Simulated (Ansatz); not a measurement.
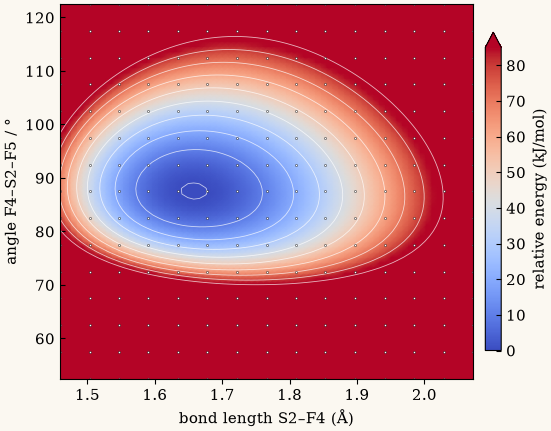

F₄S, SMILES FS(F)(F)F. The first coordinate is: bond length S2–F4; the second: angle F4–S2–F5. Nothing is relaxed (all other coordinates rigid). The scan uses a 15 × 15 grid. Points are written as (first, second). Energies are in kJ/mol, from the lowest grid point. All numbers below come from RKS PBE0-D4/def2-SVP (Ansatz 0.2.0).

Drawn: a smooth colour map with a few white contour lines, dots at the grid points, one colour for all values above the top of the scale. Between grid points the surface is interpolated.

Estimate the position of the minimum and the force constants in these coordinates.

The interpolated minimum is at bond length S2–F4 ≈ 1.658 Å, angle F4–S2–F5 ≈ 87.5°. The curvatures there are about 25 eV/Å² and 14 eV/rad², with a cross term of about 1 eV/(Å·rad). Round the minimum the two coordinates are weakly coupled (coupling 0.05 in units of the two stiffnesses). (1 eV is 96.5 kJ/mol.)
